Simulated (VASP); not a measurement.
# A VASP study of ZnCu (r2SCAN): structure first, properties next, part 4 of 4

What structure does ZnCu take at this level, and what are its properties? The start is a cell from a database of measured crystal structures.

VASP 6.6.1; r2SCAN; plane waves and PAW (Zn, Cu).

Still holding for the runs below: This run has no spin polarisation. Its electron count is odd, so without a moment it is a metal by construction.

So far. Step 12 (Volume scan with r2SCAN (run 6)): The run ends at a pressure of -4.89 GPa. Step 13 (Volume scan with r2SCAN (run 7)): The pressure falls from -4.89 to -6.99 GPa. The parabola predicted -6.97 GPa, +0.03 GPa off. The relaxed cell has a = 2.920 Å (conventional setting).

### Step 15. Fit for r2SCAN

This step: Birch-Murnaghan fit, r2SCAN; plane waves and PAW (VASP 6.6.1).

This step runs nothing: it gathers the runs above.

This step gave:

```yaml
pressure_derivative_of_the_bulk_modulus: 4.155
r_m_s_error_of_the_fit: 4.01e-5 eV/atom
minimum_inside_the_sampled_range: yes
bulk_modulus: 136.0 GPa
equilibrium_volume_of_the_fit: 12.54 Å³/atom
```

Energy above the fitted minimum against volume:

| volume (Å³/atom) | energy above the fitted minimum (eV/atom) |
| --- | --- |
| 11.701 | 0.0269 |
| 11.950 | 0.0129 |
| 12.199 | 0.00417 |
| 12.448 | 3.2e-4 |
| 12.697 | 7.3e-4 |
| 12.946 | 0.00531 |
| 13.195 | 0.0132 |

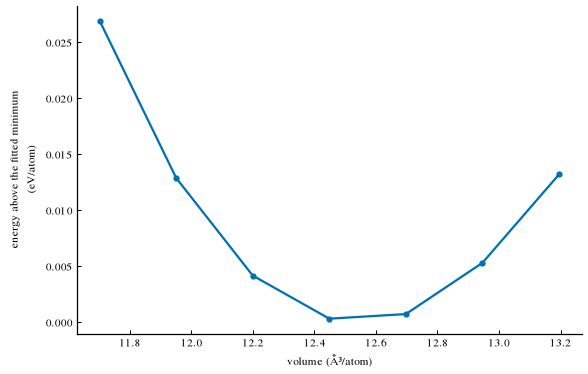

Energy above the fitted minimum, plotted against volume.

The fitted volume lies +0.75 % from the relaxed one. At a finite cutoff and mesh the minimum of the energy and the zero of the stress don't quite coincide, and the relaxation stops at a threshold.

### Step 16. Independent-particle dielectric function (r2SCAN)

This step: r2SCAN; plane waves and PAW (Zn, Cu) (VASP 6.6.1).

LOPTICS sums transitions from filled to empty bands. The mesh is finer than in the run before. NBANDS is raised for it.

INCAR reads:

```
SYSTEM = ZnCu
PREC = Accurate
ENCUT = 400
EDIFF = 1E-06
NELM = 100
ISMEAR = 1
SIGMA = 0.2
LREAL = .FALSE.
ALGO = Normal
METAGGA = R2SCAN
LASPH = .TRUE.
NBANDS = 27
LORBIT = 11
LWAVE = .FALSE.
LCHARG = .FALSE.
KPAR = 2
LOPTICS = .TRUE.
NEDOS = 1500
CSHIFT = 0.1
```

POSCAR reads:

```
ZnCu
1.0
    2.9199778113      0.0000000000      0.0000000000
    0.0000000000      2.9199778113      0.0000000000
    0.0000000000      0.0000000000      2.9199778113
Zn Cu
1 1
Direct
    0.5000000000      0.5000000000      0.5000000000
    0.0000000000      0.0000000000      0.0000000000
```

KPOINTS reads:

```
Automatic mesh
0
Gamma
11 11 11
0 0 0
```

The projector-augmented-wave data sets are Zn and Cu (PBE family, release 64).

Launch:

```console
$ mpirun -np 2 vasp_std
```

What it wrote:

```text
[... set-up lines as in an earlier step ...]
 entering main loop
       N       E                     dE             d eps       ncg     rms          rms(c)
DAV:   1     0.111601840021E+03    0.11160E+03   -0.83941E+03  3534   0.121E+03
DAV:   2    -0.134785354321E+02   -0.12508E+03   -0.11453E+03  3044   0.244E+02
DAV:   3    -0.239092514646E+02   -0.10431E+02   -0.10297E+02  3399   0.713E+01
DAV:   4    -0.240124452809E+02   -0.10319E+00   -0.10313E+00  3497   0.710E+00
DAV:   5    -0.240133506515E+02   -0.90537E-03   -0.90532E-03  3423   0.644E-01    0.976E+00
DAV:   6    -0.210164257554E+02    0.29969E+01   -0.12218E+01  3616   0.685E+01    0.674E+00
DAV:   7    -0.199305522677E+02    0.10859E+01   -0.19587E+00  3710   0.522E+01    0.257E+00
DAV:   8    -0.199433540270E+02   -0.12802E-01   -0.12089E-01  4300   0.481E+00    0.131E+00
DAV:   9    -0.199445001234E+02   -0.11461E-02   -0.65648E-03  4003   0.810E-01    0.316E-01
DAV:  10    -0.199430078384E+02    0.14923E-02   -0.73277E-03  3914   0.169E+00    0.107E-01
DAV:  11    -0.199429705202E+02    0.37318E-04   -0.34663E-04  4198   0.216E-01    0.511E-02
DAV:  12    -0.199429318276E+02    0.38693E-04   -0.59098E-05  3880   0.147E-01    0.161E-02
DAV:  13    -0.199429280031E+02    0.38245E-05   -0.13549E-05  4473   0.670E-02    0.120E-03
DAV:  14    -0.199429278168E+02    0.18629E-06   -0.63045E-07  2551   0.771E-03
   1 F= -.19942928E+02 E0= -.19942682E+02  d E =-.737650E-03
 optical routines
 imaginary and real dielectric function
 direction            1
 direction            2
 direction            3
```

Elapsed: 29 s, on 2 MPI ranks of Intel Xeon 6975P-C (Granite Rapids), shared host; peak memory 0.31 GiB; 50 s of CPU time.

Parts of OUTCAR (step 16):

```text
   k-points           NKPTS =     56   k-points in BZ     NKDIM =     56   number of bands    NBANDS=     27

   NELECT =      23.0000    total number of electrons

 E-fermi :   5.5251

 k-point     1 :       0.0000    0.0000    0.0000
  band No.  band energies     occupation
    ...
      7       1.8058      2.00000
      8       1.8058      2.00000
      9       2.7283      2.00000
     10       2.7283      2.00000
     11       2.7283      2.00000
     12      12.3331      0.00000
     13      12.3331      0.00000
     14      12.3331      0.00000
     15      17.2878      0.00000
     16      17.2878      0.00000
    ...

  Total       -0.0587628     -0.0587628     -0.0587628      0.0000000      0.0000000     -0.0000000
  in kB       -3.7815880     -3.7815880     -3.7815880      0.0000000      0.0000000     -0.0000000
  external PRESSURE =      -3.7815880 kB  Pullay stress =       0.0000000 kB

  FREE ENERGIE OF THE ION-ELECTRON SYSTEM (eV)
  ---------------------------------------------------
  free  energy   TOTEN  =       -19.9429278168 eV

  energy  without entropy=      -19.9421901668  energy(sigma->0) =      -19.94268193

 plasma frequency squared (from intraband transitions) (eV^2)
  --------------------------------------------------------------------------------------
     110.302      -0.000      -0.000
      -0.000     110.302      -0.000
      -0.000       0.000     110.302

[... 8 parts as in an earlier step ...]

[... 9 further parts left out ...]
```

These are independent-particle spectra without excitons or local fields, and fine structure depends on the mesh and on CSHIFT. The intraband (Drude) part is not in this spectrum.

Numbers from this step:

- SCF cycles: 14
- bands: 27
- irreducible k-points: 56
- free energy (TOTEN): -19.94 eV
- energy at zero smearing: -19.94 eV
- Fermi energy: 5.525 eV
- pressure: -0.3782 GPa

The imaginary dielectric function, xx has structure finer than the step of the table below, so its rows give means over 2 eV, whole bins alone (the curve runs from 0 to 25.0 eV). Peaks (eV: height): 2.8: 20.7, 4.0: 13.8.

Table of imaginary dielectric function, xx by photon energy; means over each step:

| photon energy (eV) | imaginary dielectric function, xx |
| --- | --- |
| 2 | 3.98 |
| 4 | 8.70 |
| 6 | 3.72 |
| 8 | 2.53 |
| 10 | 1.95 |
| 12 | 1.34 |
| 14 | 0.999 |
| 16 | 0.835 |
| 18 | 0.800 |
| 20 | 0.747 |
| 22 | 0.578 |

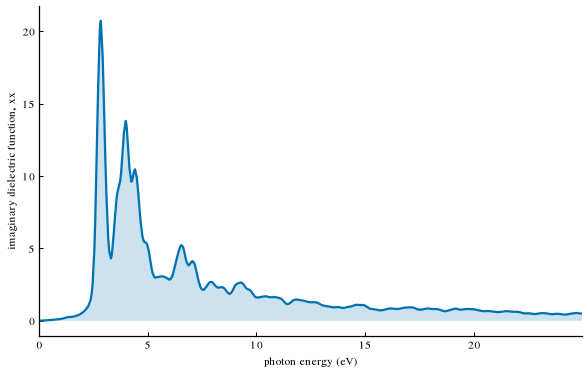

Imaginary dielectric function, xx against photon energy.

The real dielectric function, xx by photon energy:

| photon energy (eV) | real dielectric function, xx |
| --- | --- |
| 0 | 7.83 |
| 1 | 8.37 |
| 2 | 11.0 |
| 3 | 0.0654 |
| 4 | 2.82 |
| 5 | -1.88 |
| 6 | 1.07 |
| 7 | -0.151 |
| 8 | -0.0493 |
| 9 | 0.671 |
| 10 | -0.0802 |
| 11 | 0.0757 |
| 12 | 0.268 |
| 13 | 0.155 |
| 14 | 0.481 |
| 15 | 0.311 |
| 16 | 0.631 |
| 17 | 0.592 |
| 18 | 0.545 |
| 19 | 0.673 |
| 20 | 0.491 |
| 21 | 0.514 |
| 22 | 0.493 |
| 23 | 0.612 |
| 24 | 0.597 |

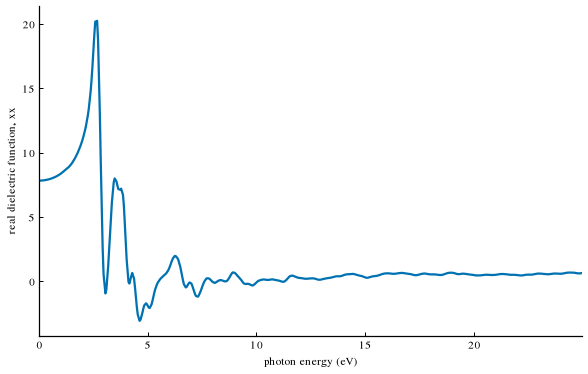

Real dielectric function, xx against photon energy.

At these settings, which differ from those of the relaxation, the cell is under a tension of 0.4 GPa.

### Step 17. Summary of results

* relaxed volume: 12.45 Å³/atom
* relaxed conventional cell a, b, c: 2.920, 2.920, 2.920 Å
* space group after relaxing, within 0.02 Å: Pm-3m (No. 221)
* band gap: none, a metal
* DOS at the Fermi level: 0.486 states/eV/cell
* bulk modulus from the fit: 136 GPa
* volume from the fit: 12.5 Å³/atom

In words: With r2SCAN, ZnCu relaxes to 12.45 Å³/atom in space group Pm-3m (held by the symmetry of the run), comes out as a metal and has a bulk modulus of 136 GPa. Against the listed cell the volume lies -2.5 %. Bands along the symmetry lines (r2SCAN): Of the bands kept, 2 cross the Fermi level on this path. The k-sampling is coarse for a metal, so the Fermi level, pressures and the shape of the cell carry errors. With an odd electron count and no spin the cell is a metal by construction. No search among competing phases was made, and a listed structure need not be the one stable at ambient conditions. All values are for a static lattice at zero temperature.

[Lines on the potential files, build, host, timing and source positions are cut from VASP's logs without a mark.]

[Logs are printed without paths, hosts, clocks, repeated set-up lines and the standing remarks that a program may print on its own settings, such as how far it seeks lower states.]

[Hosts, paths, dates, database ids (printed as entryN), source tags and the programs' standing remarks are cut or masked in the printed files.]

[A measured line is paired with the nearest computed mode of its activity, which favours agreement.]
